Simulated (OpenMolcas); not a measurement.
# How basis sets differ on AlBH4 (SMILES [BH2][AlH2])

AlBH4 has 6 atoms, charge 0, and is taken as a singlet. As SMILES, `[BH2][AlH2]`. The shape comes from GFN2-xTB, which is rough for such elements, and wasn't checked as a minimum.

| atom | x (Å) | y (Å) | z (Å) |
| --- | --- | --- | --- |
| B | 0.0000 | 0.0000 | 0.0000 |
| Al | 0.0000 | 0.0000 | 2.0869 |
| H | 0.9876 | 0.0000 | -0.6458 |
| H | -0.9887 | 0.0026 | -0.6442 |
| H | -1.2787 | -0.0558 | 2.9880 |
| H | 1.2772 | 0.0568 | 2.9900 |

Quantity: the HOMO–LUMO gap, in eV. The values are calculated.

```json
{"level": "HF/ANO-L-MB", "kind": "Hartree–Fock", "program": "OpenMolcas", "value (eV)": "10.40"}
{"level": "HF/STO-3G", "kind": "Hartree–Fock", "program": "OpenMolcas", "value (eV)": "14.20"}
{"level": "HF/3-21G", "kind": "Hartree–Fock", "program": "OpenMolcas", "value (eV)": "10.56"}
{"level": "HF/def2-SVP", "kind": "Hartree–Fock", "program": "OpenMolcas", "value (eV)": "10.68"}
```

The values span 10.40 to 14.20 eV. A Hartree–Fock LUMO above zero doesn't converge with the basis: it sinks as sets grow more diffuse. Orbital gaps aren't excitation energies.

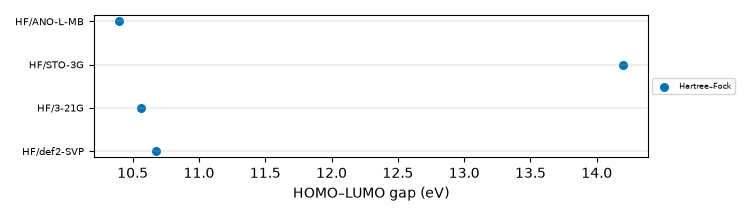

The values of the table, level by level.
